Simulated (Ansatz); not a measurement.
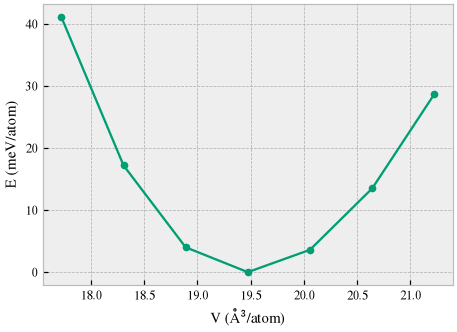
AlZr₄S₈ in space group P-3m1 (No. 164; Pearson symbol hP13) under volume change, plane-wave PAW PBE+D3(BJ) (Ansatz code), shape and atoms relaxed at each volume.

Q: What does a third-order Birch–Murnaghan fit give for V₀, B₀ and B′?

A: V₀ = 19.47 Å³/atom, B₀ = 68.9 GPa, B′ = 5.0.

A made-up cell: these elements were put on the sites of a structure type; neither database checked (COD, Materials Project) lists it. Whether it is the stable phase at ambient conditions was not checked. Symmetry was held in the PBE+D3(BJ) relaxation; whether a distortion lowers the energy is not shown. The run is not spin-polarised.

Potentials: the later of the program's two PAW sets.
